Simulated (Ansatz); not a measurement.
Relaxed La₂O₃ (A-La2O3 type, space group P-3m1):

```
La2O3
1.0
    3.94042     0.00000     0.00000
   -1.97021     3.41251     0.00000
    0.00000     0.00000     6.18831
La O
2 3
Direct
  0.33333   0.66667   0.24738
  0.66667   0.33333   0.75262
  0.00000   0.00000   0.00000
  0.33333   0.66667   0.64529
  0.66667   0.33333   0.35471
```

In each cell atom 1 (La, nearest neighbour O at 2.370 Å; its periodic images, 3.9 Å or more away, move with it) moves by s·(-0.831, -0.480, 0.280) (towards the nearest neighbour), the rest being held.

Level of theory: PBE (plane waves to 420 eV, PAW, scalar-relativistic; Ansatz, a quantum-chemistry and plane-wave program). k mesh 8×8×5 (Γ-centred), Fermi-Dirac smearing 0.05 eV. The energy includes the smearing's −TS. Left out: 2 of 11 points, with atoms too close for the PAW data. La2O3 is run without spin polarisation. La2O3 was relaxed with its symmetry unable to fall. The PAW data are Ansatz's earlier set. ΔE is measured from the undisplaced structure.

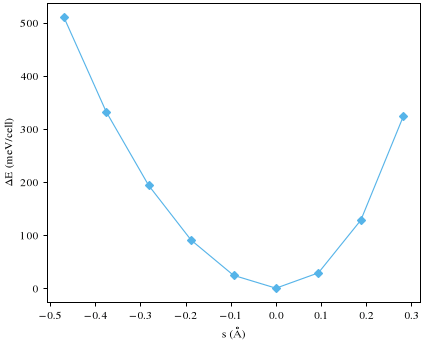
Figure. ΔE (meV/cell) against s (Å); computed points joined by lines.

Task: Is the energy the same for displacements of ±0.282 Å, and if not, which side lies higher?

Result: Not even: the positive side lies higher at ±0.282 Å.

Task: What is the energy change at s = 0.282 Å?

Result: About 320 meV/cell.

(For displaced atoms, the force is minus the slope of the energy, and its curvature is a force constant, which sets phonon frequencies.)
